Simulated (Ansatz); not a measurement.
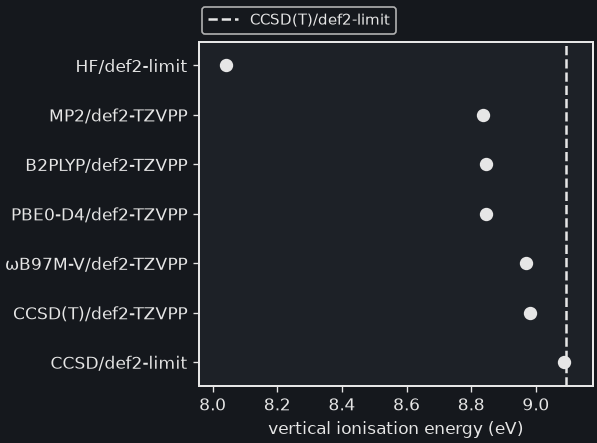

Vertical ionisation energy of Si₂H₄O, SMILES [SiH]O[SiH3], taken as the energy of the cation less that of the neutral at fixed geometry (unrestricted doublet cation, cores frozen in correlated methods, no spin-orbit coupling), the Ansatz code 0.2.0, at a PBE0-D4/def2-TZVP geometry (a minimum by its frequencies). Limit means an estimate of the basis limit from triple and quadruple zeta; for coupled cluster it is either extrapolated directly or built as the MP2 limit plus the step from MP2 in triple zeta. B2PLYP/def2-TZVPP holds a correlation term that converges slowly with the basis, so part of the distance to the limit is basis error. The distance of MP2/def2-TZVPP and CCSD(T)/def2-TZVPP to the limit includes basis error.

### What range do the values span, the line included?

From 8.04 eV (HF/def2-limit) to 9.09 eV (CCSD(T)/def2-limit).

### Give the values.

```csv
level,eV,less CCSD(T)/def2-limit
HF/def2-limit,8.04,−1.05
MP2/def2-TZVPP,8.84,−0.26
B2PLYP/def2-TZVPP,8.84,−0.25
PBE0-D4/def2-TZVPP,8.85,−0.25
ωB97M-V/def2-TZVPP,8.97,−0.12
CCSD(T)/def2-TZVPP,8.98,−0.11
CCSD/def2-limit,9.09,−0.01
CCSD(T)/def2-limit,9.09,0.00
```
